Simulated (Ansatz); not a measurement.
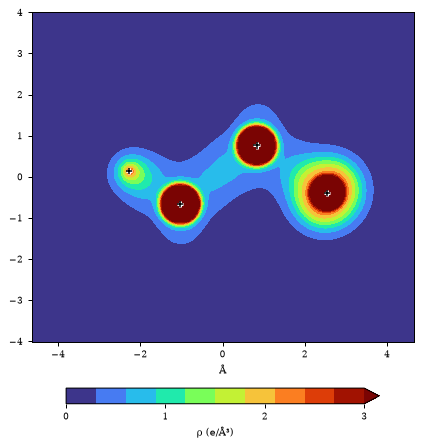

The total electron density on a plane through atoms (crosses mark nuclei in the plane).

Level of theory: Ansatz, RKS BHLYP/def2-SVP.

Candidates:
A. CH$_{5}$BClN
B. FGe$_{2}$H$_{5}$···HF
C. Cl$_{2}$H$_{4}$Si$_{2}$

**Which candidate gave the map?**

Candidate C: Cl$_{2}$H$_{4}$Si$_{2}$ on the plane of atoms Si1, Si2 and H4, which holds Si, H and Cl. Si–Cl (2.07 Å): ρ at the midpoint is about 0.85 e/Å³. Si–Si (2.34 Å): ρ is about 0.69 e/Å³ halfway.
